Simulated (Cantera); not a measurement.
Input: 1 mol SiHCl3, a varied amount of N2, held at 1173 K and 49.0 mbar.

Method: chemical equilibrium by Gibbs-energy minimisation in Cantera with the NASA 1993 tables (ideal gas, pure condensed phases). Candidate condensed phases: NH4Cl, Si, Si3N4; 28 gas species. N2 is the only nitrogen source here; it is nearly inert below about 1500 K, so the nitride shown seldom forms there in practice. The tables' values for SiCl3 are old estimates; treat these amounts as uncertain. Equilibrium is a limit: real reactors are often held back by kinetics, nucleation or transport.

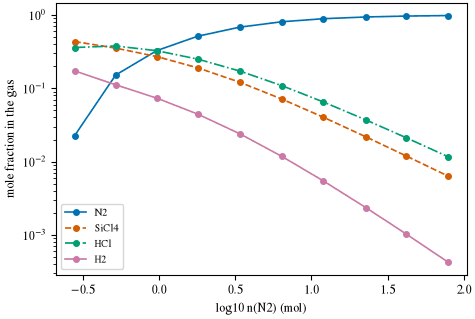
Fig. 1. Equilibrium gas composition (values under 1e-9 drawn at 1e-9)

### Question
Read off the mole fractions at 0.52 mol N2.

### Answer
HCl about 0.38, SiCl4 about 0.35, N2 about 0.15, H2 about 0.11.
